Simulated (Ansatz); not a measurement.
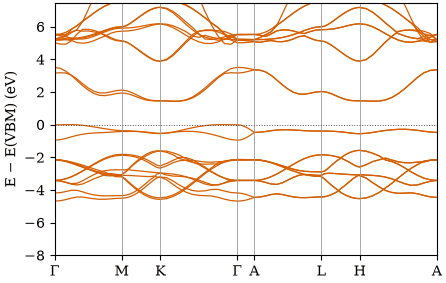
Band structure from DFT-PBE in the program Ansatz with PAW potentials

### Question
Read off the gap and where the band edges lie.

### Answer
About 1.4 eV (1.42 eV by a search for the band edges); maximum on the K–Γ line, 80 % of the way from K, minimum on the K–Γ line, 20 % of the way from K.

The material is ZrO2 in space group P6_3/mmc (No. 194; Zr on 2c, O on 4f).

The cell is a constructed one: a structure type filled with these elements; neither database checked (COD, Materials Project) lists it. It is not the phase usual at ambient conditions (space group No. 14). Symmetry was held in the PBE relaxation; whether a distortion lowers the energy is not shown. The run is not spin-polarised. A crystal of weakly bound layers computed without a dispersion correction: the cell and the soft elastic constants depend strongly on that. Scalar-relativistic: spin–orbit coupling is off unless named, which matters more the heavier the elements.

Potentials: the later of the program's two PAW sets.
